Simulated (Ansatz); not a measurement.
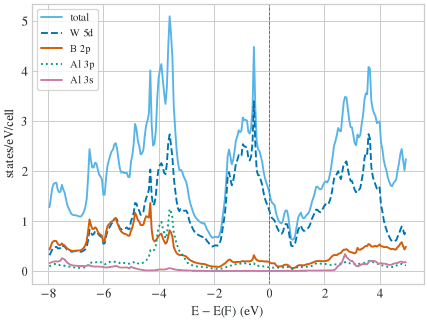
Figure: Total and projected density of states of AlB2W2 in space group Cmmm (No. 65; Al on 2a, W on 4j, B on 4i), r²SCAN in the plane-wave PAW code Ansatz

**Question.** Which orbitals carry the states next to the Fermi level?

**Answer.** Within 0.5 eV of the Fermi level: W 5d 78 %, B 2p 10 %. Projections are on Löwdin-orthogonalised atomic valence shells; empty p or d shells of many metals are not among them.

**Question.** Where is the tallest occupied peak in this window, and what makes it?

**Answer.** Near -3.6 eV, about 5.1 states/eV per cell; the largest projected share is W 5d.

The start of the workflow was typed in or built on a structure type; neither database checked (COD, Materials Project) lists it. Its standing as an ambient phase is unchecked. The cell was relaxed with r²SCAN under the symmetry of its start; whether a distortion lowers the energy is not shown. No spin polarisation was allowed. Spin–orbit coupling is left out wherever it is not named.

Potentials: the later of the program's two PAW sets.
